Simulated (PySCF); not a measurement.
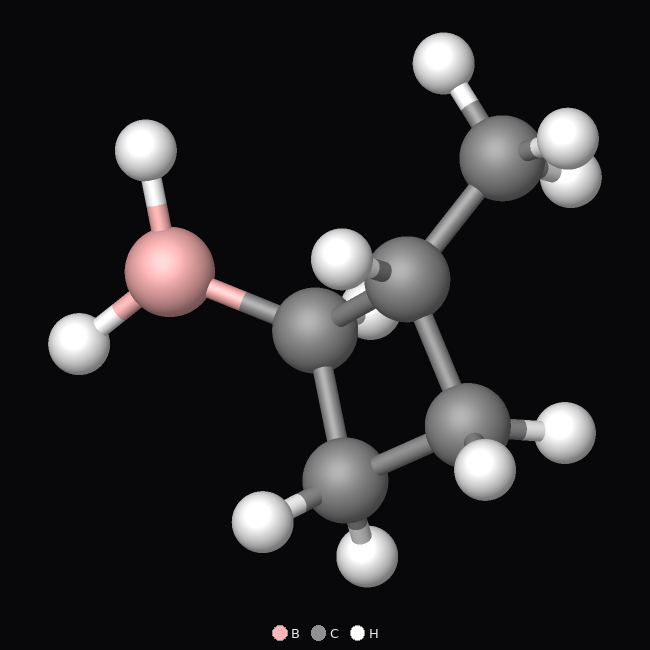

Source: calculation with PySCF.

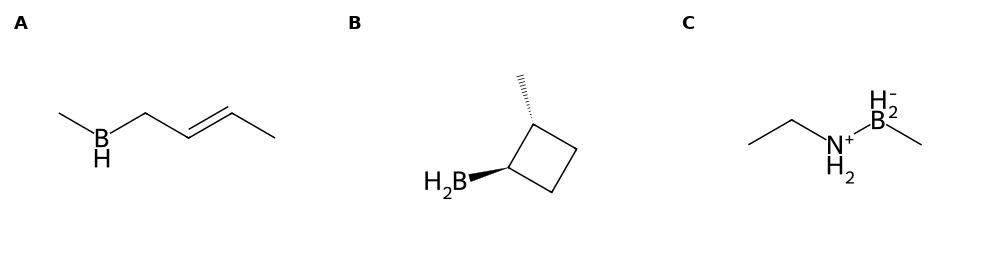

### The first picture shows one of the molecules drawn in the second. Which?

B, `B[C@@H]1CC[C@H]1C`.
